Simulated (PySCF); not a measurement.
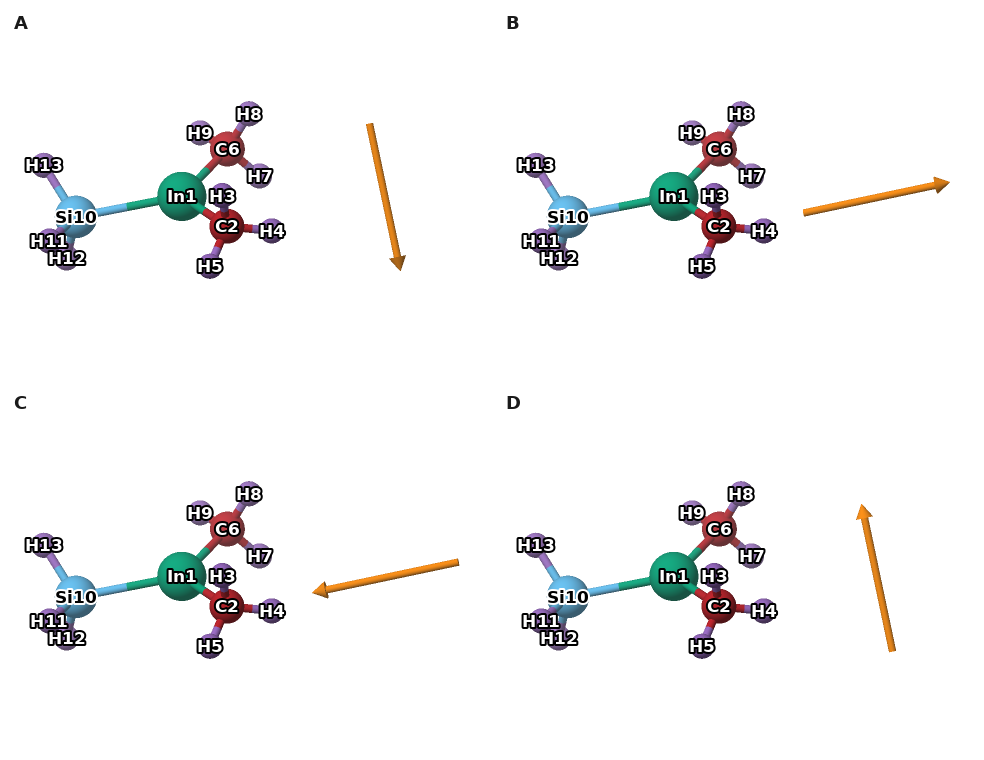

The same molecule four times, each with an arrow. The computed structure is the end point of a PBE0-D3(BJ)/def2-SVP optimisation. No frequency run is at hand to confirm it as a minimum. Level of theory: PBE0/def2-SVPD, gas phase, core potentials on In (PySCF 2.14.0).

### Which arrow points along the dipole moment, from the negative to the positive end?

B. The dipole moment is 0.99 D; it points from the side of H11, H12, H13 to the side of H4 (the outermost atoms at the two ends).
